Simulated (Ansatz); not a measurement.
# Run report: C$_{2}$H$_{6}$BFN$_{2}$, geometry relaxation (part 2 of 2)

The same run, continued: C$_{2}$H$_{6}$BFN$_{2}$, SMILES N=CC(N)BF; RKS r2SCAN-D4/STO-3G (Ansatz 0.2.0). It belongs to a series of runs on one base structure; here: end point B relaxed.

Geometry of the input (Å):
```
N  -1.6338  0.3668  1.1950
C  -0.7925  -0.3510  0.6602
C  -0.0570  0.1031  -0.5713
N  0.7964  -0.9972  -1.1560
B  0.9844  1.2747  -0.1970
F  2.0398  1.0747  0.7789
H  -2.1862  0.1066  2.0148
H  -0.5614  -1.3107  1.0864
H  -0.7401  0.5066  -1.2688
H  1.3056  -0.4752  -1.9703
H  0.1949  -1.6798  -1.6254
H  0.8684  2.3584  -0.6485
```

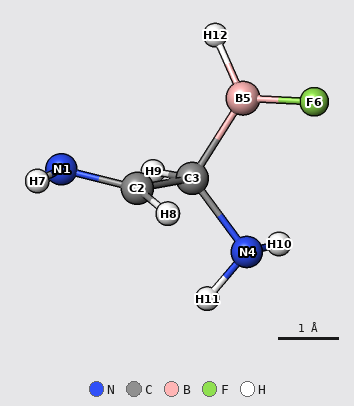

Figure 1. The geometry at step 16 of the log (ball-and-stick view, seen at a tilt; atoms are numbered from 1 in the order of the input).

Trajectory as extended XYZ, continued
```
12
Properties=species:S:1:pos:R:3:forces:R:3 step=7 energy=-8428.34463
N    -1.8567    0.3565    1.0551   -0.1592  -0.0873   0.0318
C    -0.7772   -0.2897    0.6746    0.1634   0.1897  -0.1064
C    -0.0043    0.1703   -0.5788    0.2467  -0.0581  -0.0773
N     0.7800   -1.0432   -1.1195   -0.0512  -0.0428  -0.0104
B     1.0472    1.3183   -0.1416   -0.1522   0.0187  -0.0138
F     2.0129    1.0508    0.6986    0.0582  -0.1232   0.0334
H    -2.1853   -0.1404    1.9536    0.0201   0.0283  -0.0036
H    -0.2924   -1.1403    1.2000   -0.0205  -0.0685   0.0360
H    -0.7256    0.5841   -1.3125   -0.0681   0.0453   0.0387
H     1.2427   -0.6599   -1.9977    0.0635   0.0638   0.0014
H     0.0268   -1.6482   -1.5698   -0.0574   0.0099   0.1039
H     0.9506    2.4187   -0.5639   -0.0432   0.0241  -0.0336
12
Properties=species:S:1:pos:R:3:forces:R:3 step=8 energy=-8428.35301
N    -1.8908    0.3259    1.0260    0.1329  -0.1937  -0.0482
C    -0.7697   -0.2781    0.6827   -0.1201   0.1725  -0.0319
C     0.0020    0.1775   -0.5705    0.2161   0.0088  -0.0228
N     0.7727   -1.0447   -1.1123   -0.0697   0.0170  -0.0087
B     1.0609    1.3209   -0.1420   -0.0282   0.0064  -0.0630
F     2.0610    1.0409    0.6553   -0.0357  -0.0952   0.0017
H    -2.2135   -0.1739    1.9245   -0.0025   0.0311   0.0323
H    -0.2705   -1.1096    1.2279   -0.0279   0.0114   0.0287
H    -0.7247    0.5981   -1.2959   -0.0319   0.0171   0.0220
H     1.2340   -0.6646   -1.9935    0.0268   0.0137   0.0050
H     0.0061   -1.6410   -1.5520   -0.0083   0.0039   0.0613
H     0.9510    2.4257   -0.5522   -0.0515   0.0071   0.0237
12
Properties=species:S:1:pos:R:3:forces:R:3 step=9 energy=-8428.35309
N    -1.9521    0.2649    0.9530    0.9727  -0.4746  -0.1018
C    -0.7558   -0.2569    0.6848   -0.6872   0.3513   0.2028
C     0.0143    0.1874   -0.5695    0.2059  -0.0661  -0.0908
N     0.7578   -1.0538   -1.1088   -0.0900   0.0854  -0.0259
B     1.0904    1.3141   -0.1509   -0.1148   0.1580   0.2442
F     2.1283    1.0026    0.5905   -0.1452   0.0029  -0.2076
H    -2.2390   -0.2044    1.8806   -0.1005   0.0023   0.0178
H    -0.2061   -1.0161    1.2943   -0.1686   0.1812  -0.0514
H    -0.7190    0.6187   -1.2818   -0.0047  -0.0102  -0.0345
H     1.2150   -0.6864   -1.9991   -0.0410  -0.0639   0.0154
H    -0.0307   -1.6397   -1.5242    0.0682   0.0049  -0.0057
H     0.9154    2.4465   -0.4708    0.1051  -0.1712   0.0376
12
Properties=species:S:1:pos:R:3:forces:R:3 step=10 energy=-8428.36868
N    -1.9621    0.2239    0.8943    0.0212  -0.0082   0.0016
C    -0.7412   -0.2178    0.6820    0.1792  -0.2477   0.0967
C     0.0271    0.1900   -0.5873   -0.1038   0.3443  -0.1201
N     0.7618   -1.0543   -1.1084    0.0236   0.0458   0.0526
B     1.0907    1.3215   -0.1359   -0.0465  -0.4540   0.1580
F     2.1764    0.9362    0.4969   -0.1438   0.2055  -0.1832
H    -2.2644   -0.2108    1.8324    0.0033   0.0064   0.0353
H    -0.1540   -0.9070    1.3379   -0.1886   0.1356  -0.0307
H    -0.7230    0.5896   -1.3070    0.1481   0.0882   0.0886
H     1.1705   -0.7028   -2.0265    0.0072  -0.1214  -0.0230
H    -0.0374   -1.6592   -1.4662    0.0490  -0.0689  -0.0717
H     0.8739    2.4678   -0.3140    0.0511   0.0745  -0.0041
12
Properties=species:S:1:pos:R:3:forces:R:3 step=11 energy=-8428.36539 accepted=F
N    -1.9818    0.2053    0.8909    0.1724  -0.0588   0.0404
C    -0.7572   -0.2366    0.6824   -0.0602   0.0884   0.0466
C     0.0185    0.1937   -0.5771   -0.0693  -0.0109   0.1164
N     0.7602   -1.0493   -1.1029    0.0396   0.0664  -0.0018
B     1.0757    1.3170   -0.1088    0.4804  -0.1820  -0.4104
F     2.2083    0.9382    0.4449   -0.3749   0.1705  -0.0183
H    -2.2723   -0.2106    1.8425   -0.0354  -0.0325  -0.0289
H    -0.1700   -0.9031    1.3551   -0.0961   0.0278  -0.0219
H    -0.7149    0.6184   -1.2945    0.0101   0.0277   0.0075
H     1.1908   -0.7033   -2.0135    0.0027  -0.0176   0.0281
H    -0.0257   -1.6588   -1.4837   -0.0053   0.0152   0.0120
H     0.8869    2.4661   -0.3373   -0.0640  -0.0941   0.2305
12
Properties=species:S:1:pos:R:3:forces:R:3 step=12 energy=-8428.38031
N    -1.9668    0.2196    0.8970    0.0048  -0.0263   0.0110
C    -0.7474   -0.2264    0.6823    0.0203   0.0162  -0.0137
C     0.0212    0.1943   -0.5854    0.0514   0.0313  -0.0429
N     0.7601   -1.0521   -1.1057   -0.0195   0.0063  -0.0007
B     1.0855    1.3147   -0.1344    0.0355  -0.0960   0.0728
F     2.1878    0.9441    0.4722   -0.0589   0.0662  -0.0804
H    -2.2664   -0.2132    1.8377    0.0002   0.0106   0.0051
H    -0.1674   -0.9055    1.3468   -0.0438   0.0093  -0.0129
H    -0.7141    0.6172   -1.3022   -0.0007  -0.0030   0.0190
H     1.1826   -0.7150   -2.0229    0.0098   0.0005   0.0155
H    -0.0283   -1.6653   -1.4751   -0.0008  -0.0069   0.0101
H     0.8717    2.4647   -0.3122    0.0018  -0.0081   0.0170
12
Properties=species:S:1:pos:R:3:forces:R:3 step=13 energy=-8428.38290
N    -1.9723    0.2185    0.8916   -0.0080   0.0273  -0.0070
C    -0.7524   -0.2255    0.6784    0.0576   0.0158   0.0060
C     0.0240    0.1970   -0.5855    0.0222   0.0068   0.0083
N     0.7630   -1.0504   -1.0993   -0.0169  -0.0137  -0.0056
B     1.0891    1.3162   -0.1347    0.0066  -0.0560   0.0661
F     2.2130    0.9466    0.4296   -0.0364   0.0309  -0.0600
H    -2.2741   -0.2122    1.8327    0.0105  -0.0128  -0.0142
H    -0.1767   -0.9081    1.3421   -0.0214   0.0025   0.0035
H    -0.7101    0.6218   -1.3018   -0.0055  -0.0023  -0.0188
H     1.1807   -0.7224   -2.0217    0.0041   0.0047   0.0143
H    -0.0241   -1.6722   -1.4563   -0.0009   0.0003  -0.0023
H     0.8584    2.4677   -0.2769   -0.0120  -0.0035   0.0098
12
Properties=species:S:1:pos:R:3:forces:R:3 step=14 energy=-8428.38466
N    -1.9796    0.2299    0.8794   -0.0551   0.0079  -0.0637
C    -0.7590   -0.2150    0.6750    0.0483  -0.0257   0.0241
C     0.0318    0.2009   -0.5845    0.0262   0.0046   0.1271
N     0.7671   -1.0522   -1.0814   -0.0199  -0.0561  -0.0134
B     1.0945    1.3180   -0.1321    0.3702   0.0686   0.1057
F     2.2857    0.9511    0.2993   -0.4808   0.1669  -0.1752
H    -2.3009   -0.2206    1.8051    0.0612   0.0421  -0.0007
H    -0.1975   -0.9069    1.3403    0.0050  -0.0196  -0.0065
H    -0.6979    0.6299   -1.3025   -0.0174  -0.0078  -0.0614
H     1.1821   -0.7441   -2.0114   -0.0097   0.0130   0.0218
H    -0.0181   -1.6875   -1.4183    0.0066   0.0311  -0.0165
H     0.8103    2.4734   -0.1709    0.0654  -0.2250   0.0586
12
Properties=species:S:1:pos:R:3:forces:R:3 step=15 energy=-8428.38974
N    -1.9717    0.2490    0.8657   -0.0161  -0.0657  -0.0074
C    -0.7583   -0.2247    0.6749   -0.0147   0.1352   0.1406
C     0.0469    0.1818   -0.5764    0.1377  -0.0630   0.0248
N     0.7573   -1.0865   -1.0800    0.0188   0.0545  -0.0276
B     1.0950    1.3215   -0.1284    0.0056   0.0542   0.0402
F     2.3215    1.0055    0.2135   -0.1440  -0.0304  -0.0730
H    -2.3009   -0.1827    1.7986    0.0248   0.0477  -0.0385
H    -0.2164   -0.9093    1.3632    0.0320  -0.0482  -0.0585
H    -0.6816    0.6006   -1.2991   -0.0535   0.1112  -0.0813
H     1.2182   -0.7717   -1.9879   -0.0217   0.0383   0.0797
H    -0.0465   -1.6660   -1.4692    0.0253  -0.0503   0.0114
H     0.7549    2.4596   -0.0768    0.0058  -0.1835  -0.0105
12
Properties=species:S:1:pos:R:3:forces:R:3 step=16 energy=-8428.39386
N    -1.9768    0.2465    0.8628    0.0326   0.0926   0.0598
C    -0.7583   -0.2145    0.6775   -0.0462  -0.0921  -0.0121
C     0.0423    0.1837   -0.5795    0.0278  -0.0471   0.0091
N     0.7654   -1.0786   -1.0748   -0.0174   0.0507  -0.0003
B     1.0912    1.3155   -0.1297   -0.1892   0.2001  -0.0094
F     2.3152    0.9877    0.1927    0.1042  -0.0343   0.0043
H    -2.2973   -0.1677    1.8056   -0.0151  -0.0380  -0.0503
H    -0.2196   -0.9194    1.3489    0.0393   0.0662   0.0055
H    -0.6849    0.6069   -1.3048   -0.0096   0.0307  -0.0236
H     1.2189   -0.7582   -1.9829   -0.0012  -0.0095   0.0230
H    -0.0272   -1.6785   -1.4558    0.0227  -0.0106  -0.0042
H     0.7494    2.4535   -0.0620    0.0520  -0.2087  -0.0017
12
Properties=species:S:1:pos:R:3:forces:R:3 step=17 energy=-8428.39643
N    -1.9735    0.2654    0.8690   -0.0196  -0.0436  -0.0215
C    -0.7620   -0.2107    0.6763    0.0097  -0.0277   0.0131
C     0.0378    0.1801   -0.5834    0.0039   0.0151  -0.0148
N     0.7698   -1.0778   -1.0720   -0.0517   0.0295   0.0106
B     1.0863    1.3078   -0.1321   -0.1680   0.1998   0.0474
F     2.3187    0.9782    0.1556    0.1010   0.0010  -0.0052
H    -2.3039   -0.1666    1.7999    0.0237   0.0470   0.0181
H    -0.2160   -0.9052    1.3530   -0.0238  -0.0025  -0.0292
H    -0.6871    0.6075   -1.3113    0.0173  -0.0293   0.0102
H     1.2286   -0.7525   -1.9748    0.0071  -0.0311  -0.0062
H    -0.0133   -1.6873   -1.4581    0.0237   0.0134  -0.0069
H     0.7334    2.4381   -0.0241    0.0767  -0.1715  -0.0157
12
Properties=species:S:1:pos:R:3:forces:R:3 step=18 energy=-8428.39824
N    -1.9754    0.2709    0.8662    0.0050  -0.0375  -0.0004
C    -0.7677   -0.2157    0.6739   -0.0055   0.0359   0.0320
C     0.0377    0.1755   -0.5818   -0.0073  -0.0370   0.0171
N     0.7698   -1.0823   -1.0685   -0.0249   0.0219  -0.0188
B     1.0810    1.3054   -0.1240    0.0882   0.1211  -0.0497
F     2.3323    0.9886    0.1114   -0.1418   0.0528  -0.0095
H    -2.3037   -0.1478    1.8040    0.0049   0.0188  -0.0035
H    -0.2244   -0.9077    1.3547   -0.0209  -0.0167  -0.0237
H    -0.6843    0.6033   -1.3122    0.0167  -0.0098   0.0069
H     1.2451   -0.7560   -1.9627    0.0029  -0.0180   0.0122
H    -0.0098   -1.6856   -1.4709    0.0184   0.0167   0.0086
H     0.7179    2.4285    0.0081    0.0643  -0.1480   0.0288
12
Properties=species:S:1:pos:R:3:forces:R:3 step=19 energy=-8428.39996
N    -1.9786    0.2769    0.8674    0.0145  -0.0179  -0.0107
C    -0.7735   -0.2160    0.6750    0.0108   0.0191   0.0231
C     0.0354    0.1722   -0.5802    0.0004   0.0157   0.0157
N     0.7721   -1.0833   -1.0626   -0.0600  -0.0057   0.0032
B     1.0799    1.3047   -0.1292    0.0386   0.0704  -0.0153
F     2.3389    0.9941    0.0636   -0.0754   0.0361  -0.0062
H    -2.3090   -0.1380    1.8059    0.0057   0.0043  -0.0036
H    -0.2348   -0.9133    1.3542   -0.0198  -0.0061  -0.0211
H    -0.6864    0.5987   -1.3125    0.0268  -0.0172   0.0071
H     1.2643   -0.7561   -1.9466   -0.0071  -0.0041  -0.0006
H    -0.0032   -1.6824   -1.4785    0.0320  -0.0007  -0.0012
H     0.7133    2.4194    0.0415    0.0336  -0.0938   0.0095
12
Properties=species:S:1:pos:R:3:forces:R:3 step=20 energy=-8428.40112
N    -1.9781    0.2856    0.8673    0.0081   0.0008   0.0024
C    -0.7762   -0.2147    0.6763   -0.0066  -0.0088  -0.0007
C     0.0365    0.1701   -0.5776    0.0139   0.0246   0.0123
N     0.7706   -1.0875   -1.0557   -0.0190  -0.0041  -0.0118
B     1.0799    1.3072   -0.1330    0.0741  -0.0107   0.0197
F     2.3484    1.0089    0.0162   -0.1032   0.0424  -0.0186
H    -2.3138   -0.1301    1.8034    0.0022   0.0002  -0.0042
H    -0.2472   -0.9238    1.3509   -0.0029   0.0095  -0.0128
H    -0.6839    0.5942   -1.3125    0.0141  -0.0026   0.0025
H     1.2780   -0.7612   -1.9316   -0.0134  -0.0032   0.0120
H    -0.0009   -1.6820   -1.4842    0.0170   0.0030   0.0059
H     0.7049    2.4104    0.0785    0.0157  -0.0510  -0.0068
12
Properties=species:S:1:pos:R:3:forces:R:3 step=21 energy=-8428.40165
N    -1.9787    0.2935    0.8681    0.0011   0.0068  -0.0014
C    -0.7805   -0.2150    0.6770   -0.0019  -0.0203  -0.0107
C     0.0371    0.1680   -0.5745    0.0075   0.0270   0.0297
N     0.7709   -1.0899   -1.0490   -0.0006  -0.0084  -0.0145
B     1.0800    1.3071   -0.1338    0.0753  -0.0262  -0.0078
F     2.3559    1.0210   -0.0306   -0.0961   0.0387  -0.0050
H    -2.3197   -0.1240    1.8013    0.0023  -0.0012   0.0025
H    -0.2584   -0.9326    1.3480   -0.0018   0.0142  -0.0089
H    -0.6810    0.5923   -1.3117    0.0112   0.0018  -0.0006
H     1.2902   -0.7630   -1.9176   -0.0150  -0.0042   0.0109
H     0.0033   -1.6815   -1.4876    0.0085   0.0029   0.0044
H     0.6994    2.4011    0.1084    0.0094  -0.0309   0.0015
12
Properties=species:S:1:pos:R:3:forces:R:3 step=22 energy=-8428.40191
N    -1.9783    0.2994    0.8659   -0.0023   0.0106   0.0009
C    -0.7836   -0.2165    0.6744    0.0180   0.0192   0.0033
C     0.0392    0.1666   -0.5734   -0.0157  -0.0108   0.0028
N     0.7712   -1.0928   -1.0452    0.0317  -0.0027  -0.0170
B     1.0802    1.3076   -0.1359    0.0528  -0.0462   0.0543
F     2.3604    1.0344   -0.0627   -0.0688   0.0332  -0.0200
H    -2.3209   -0.1151    1.7999   -0.0053  -0.0111  -0.0019
H    -0.2646   -0.9357    1.3456   -0.0037   0.0039  -0.0042
H    -0.6759    0.5910   -1.3134   -0.0035   0.0060  -0.0078
H     1.2943   -0.7672   -1.9116   -0.0042  -0.0057   0.0034
H     0.0056   -1.6844   -1.4862   -0.0096   0.0045   0.0039
H     0.6908    2.3896    0.1408    0.0106  -0.0009  -0.0177
12
Properties=species:S:1:pos:R:3:forces:R:3 step=23 energy=-8428.40222
N    -1.9786    0.3030    0.8654   -0.0031   0.0045  -0.0010
C    -0.7851   -0.2161    0.6750    0.0070   0.0003  -0.0106
C     0.0411    0.1659   -0.5707   -0.0121  -0.0147   0.0203
N     0.7726   -1.0937   -1.0425    0.0226  -0.0032  -0.0013
B     1.0814    1.3068   -0.1329    0.0114  -0.0039  -0.0130
F     2.3639    1.0436   -0.0856   -0.0146   0.0100   0.0037
H    -2.3253   -0.1150    1.7963   -0.0008  -0.0031   0.0018
H    -0.2705   -0.9405    1.3438   -0.0018   0.0026   0.0036
H    -0.6717    0.5920   -1.3122   -0.0049   0.0083  -0.0071
H     1.2949   -0.7691   -1.9095    0.0010   0.0015  -0.0019
H     0.0064   -1.6854   -1.4822   -0.0124   0.0005   0.0005
H     0.6894    2.3853    0.1531    0.0078  -0.0028   0.0051
12
Properties=species:S:1:pos:R:3:forces:R:3 step=24 energy=-8428.40224
N    -1.9793    0.3017    0.8625   -0.0093   0.0035  -0.0058
C    -0.7847   -0.2163    0.6757   -0.0067   0.0036  -0.0024
C     0.0417    0.1646   -0.5695   -0.0203   0.0057   0.0005
N     0.7738   -1.0939   -1.0435    0.0187  -0.0026  -0.0022
B     1.0818    1.3063   -0.1327    0.0289  -0.0103  -0.0124
F     2.3649    1.0447   -0.0906   -0.0176   0.0057   0.0015
H    -2.3272   -0.1146    1.7936   -0.0018  -0.0012   0.0069
H    -0.2715   -0.9370    1.3487    0.0124  -0.0107   0.0058
H    -0.6726    0.5906   -1.3102    0.0094   0.0051  -0.0004
H     1.2933   -0.7671   -1.9115   -0.0007  -0.0038   0.0023
H     0.0071   -1.6860   -1.4821   -0.0080   0.0026   0.0018
H     0.6912    2.3839    0.1576   -0.0052   0.0023   0.0045
12
Properties=species:S:1:pos:R:3:forces:R:3 step=25 energy=-8428.40228
N    -1.9797    0.3026    0.8626   -0.0036   0.0013  -0.0037
C    -0.7853   -0.2158    0.6754   -0.0042  -0.0028  -0.0081
C     0.0420    0.1648   -0.5694   -0.0072   0.0056   0.0042
N     0.7742   -1.0941   -1.0423    0.0058  -0.0051   0.0040
B     1.0822    1.3064   -0.1331    0.0105  -0.0004  -0.0022
F     2.3658    1.0475   -0.0967   -0.0053   0.0023  -0.0002
H    -2.3280   -0.1145    1.7932    0.0001   0.0001   0.0040
H    -0.2723   -0.9383    1.3471    0.0060  -0.0039   0.0052
H    -0.6707    0.5916   -1.3111    0.0018   0.0018  -0.0014
H     1.2937   -0.7689   -1.9107    0.0002   0.0012  -0.0018
H     0.0068   -1.6861   -1.4798   -0.0043  -0.0021  -0.0014
H     0.6899    2.3819    0.1629    0.0002   0.0020   0.0014
```

Key numbers

```tsv
quantity	value
outcome	converged
total energy	−8428.4023 eV
mean-field energy	−8428.3447 eV
largest force (length of the vector) at the end	0.011 eV/Å
hardware	1 thread of Arm Neoverse V1, 24 GiB of memory available, shared host
wall time	2 min
peak memory	0.17 GiB
```
